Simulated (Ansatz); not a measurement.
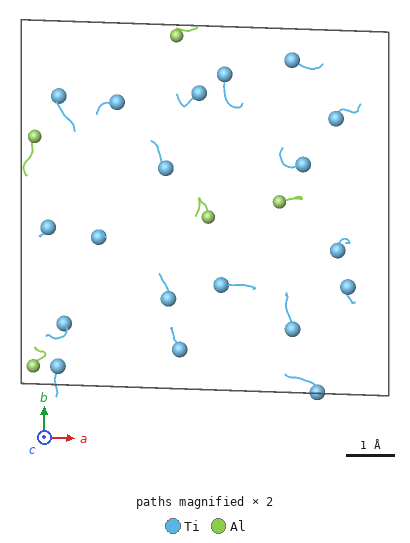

First-principles dynamics of an amorphous cell of composition Ti$_{19}$Al$_{5}$ (24 atoms in the cell), 99 fs long. It starts from the last geometry of an earlier run, with fresh velocities. Lines trace each atom's path, in the colour of its element; spheres stand at the starting positions. The excursions are magnified 2 times. Seen along the c axis in the simulation cell.

Theory: Ansatz, DFT PBE, scalar-relativistic, plane waves, PAW. Settings: plane-wave cutoff 420 eV; k-point mesh 1 × 1 × 1; Fermi-Dirac smearing 0.05 eV; volume 1.05 times that of the relaxed crystal; set temperature 300 K; time step 3 fs.

The input:
```yaml
crystal:
  lattice:
    - [7.766553, -0.128644, 0.232017]
    - [-0.128644, 7.669709, 0.030364]
    - [0.232017, 0.030364, 7.436665]
  atoms:
    - { symbol: Ti, position: [0.8609500265, 0.3946710487, 0.2486690904] }
    - { symbol: Ti, position: [0.4311650119, 0.1079684145, 0.4318610631] }
    - { symbol: Ti, position: [0.737012371, 0.91393535, 0.8545355219] }
    - { symbol: Ti, position: [0.4004293403, 0.2464565868, 0.7535974389] }
    - { symbol: Ti, position: [0.1023570333, 0.7937345355, 0.2026653991] }
    - { symbol: Ti, position: [0.116890457, 0.1688506107, 0.2845904764] }
    - { symbol: Ti, position: [0.5439539786, 0.2891280114, 0.0869015105] }
    - { symbol: Ti, position: [0.2108796692, 0.4094440473, 0.031872743] }
    - { symbol: Ti, position: [0.8889821784, 0.2953645314, 0.8841946085] }
    - { symbol: Ti, position: [0.8566281615, 0.7569878144, 0.4697570463] }
    - { symbol: Ti, position: [0.260939324, 0.7820459773, 0.5416530307] }
    - { symbol: Ti, position: [0.5535740843, 0.8686219345, 0.6154052073] }
    - { symbol: Ti, position: [0.0999172826, 0.0506777126, 0.9628316193] }
    - { symbol: Ti, position: [0.4841622802, 0.8147160198, 0.2456946758] }
    - { symbol: Ti, position: [0.8056451315, 0.0030025747, 0.1878844716] }
    - { symbol: Ti, position: [0.0734555441, 0.4316142366, 0.5633208504] }
    - { symbol: Ti, position: [0.7381390449, 0.1742006881, 0.5669500981] }
    - { symbol: Ti, position: [0.3934660047, 0.6050966818, 0.8665577075] }
    - { symbol: Ti, position: [0.7669176921, 0.6279806713, 0.0772873287] }
    - { symbol: Al, position: [0.5090749574, 0.4748309901, 0.4322356129] }
    - { symbol: Al, position: [0.0365243404, 0.6803205768, 0.8458098462] }
    - { symbol: Al, position: [0.0329076229, 0.0492737674, 0.6266107149] }
    - { symbol: Al, position: [0.7025635521, 0.5230603264, 0.7247092519] }
    - { symbol: Al, position: [0.4228001888, 0.970518176, 0.9591738014] }
  symmetry: { detect: false }
basis:
  ecutwfc: 420
  xc_grid: 1
kpoints:
  mp_grid: { grid: [1, 1, 1], shift: [0.25, 0.25, 0.25] }
hamiltonian:
  xc: pbe
scf:
  occupations: { method: fermi_dirac, width: 0.05 }
  lower_state_search: "off"
  convergence: { dr2_threshold: 1.0e-05 }
output:
  forces: true
  stress: true
md:
  timestep: 3.0
  n_steps: 33
  ensemble: nvt_langevin
  friction: 0.015
  temperature: 300.0
  initial_velocities: maxwell_boltzmann
  seed: 3864
```

Launched with:
```bash
ansatz run input.yaml --threads 2 --pin off --max-ram 5120MiB --backend cpu --events-out ev --progress --plain --runs-dir out
```

> Describe the motion.

In the second half of the run the atoms are, in the root-mean-square, this far from where they began (common drift taken out): Ti 0.29 Å, Al 0.23 Å. The run lasts only 99 fs, too short to tell vibration from diffusion. The mean temperature in the second half is 431 K (standard deviation 35 K). That is above the set 300 K, because the structure releases potential energy faster than the thermostat removes it. The temperature is still falling (504 K in the second quarter, 400 K in the last), so the run isn't equilibrated. The potential energy is still drifting at the end, so the run hasn't reached equilibrium. The potential energy in the second half lies on average 70.5 meV per atom below the first frame. The mean pressure there is −3.7 GPa.

Limits of the set-up: the k-point mesh is coarse for a cell with partly filled bands; the periodic images lie only 7.4 Å apart, so the values are limited by the cell's size.

Cost: 4.3 min on 2 threads of Intel(R) Xeon(R) Processor @ 2.50GHz (Skylake/Cascade Lake), with other jobs on the host, peak memory 0.71 GiB.
